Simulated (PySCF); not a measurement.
System: C$_{3}$H$_{4}$NO$_{2}$S (SMILES CS(=O)(=O)[CH-]C#N) (charge −1).

```xyz
11

C    -1.4616   -0.3050   -0.3211
S    -0.1297    0.8266    0.1629
O    -0.4222    2.0564   -0.5986
O    -0.2301    0.8445    1.6327
C     1.3422    0.1974   -0.3689
C     1.9602   -0.8656    0.2835
N     2.4854   -1.7667    0.8213
H    -1.2845   -1.2802    0.1533
H    -1.4701   -0.3927   -1.4157
H    -2.4025    0.1362    0.0393
H     1.6475    0.5275   -1.3614
```

Geometry: PBE0-D3(BJ)/def2-SVP.

The calculation used B3LYP/def2-SVPD, SCF density, gas phase in PySCF 2.14.0.

What will maps of the electron density and electron localisation function show?

Answer. C–N (1.17 Å): the density is about 3.4 e/Å³ at the midpoint; the ELF peaks at about 0.85 between the atoms (a short, multiple covalent bond).
C–C (1.39 Å): ρ at the midpoint is about 2 e/Å³; the ELF peaks at about 0.95 between the atoms, as expected for localised, covalent bonding.
C–H (1.09 Å): ρ is about 1.9 e/Å³ halfway; the ELF climbs to about 1 towards the hydrogen, as it does in any bond to H (a covalent bond by its length).

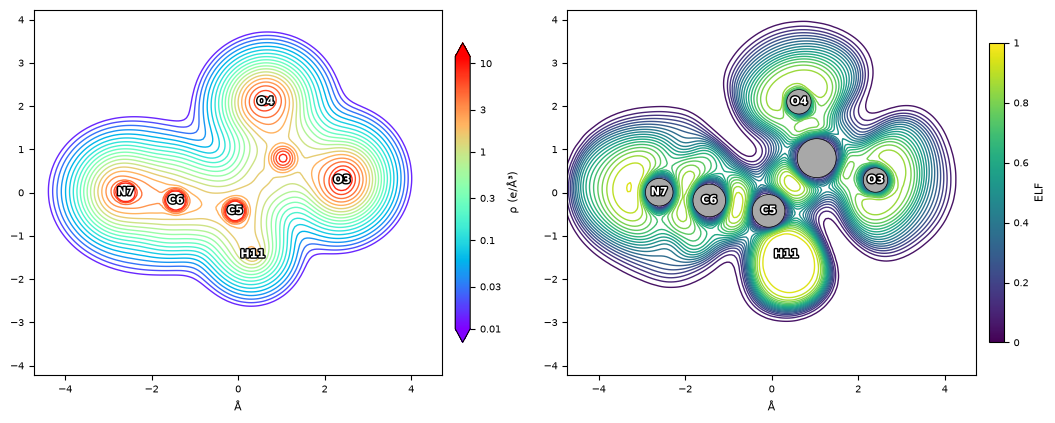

Computed electron density and electron localisation function on the plane of atoms C6, C5 and H11, in this order. Grey discs cover the atomic cores in the ELF map. 
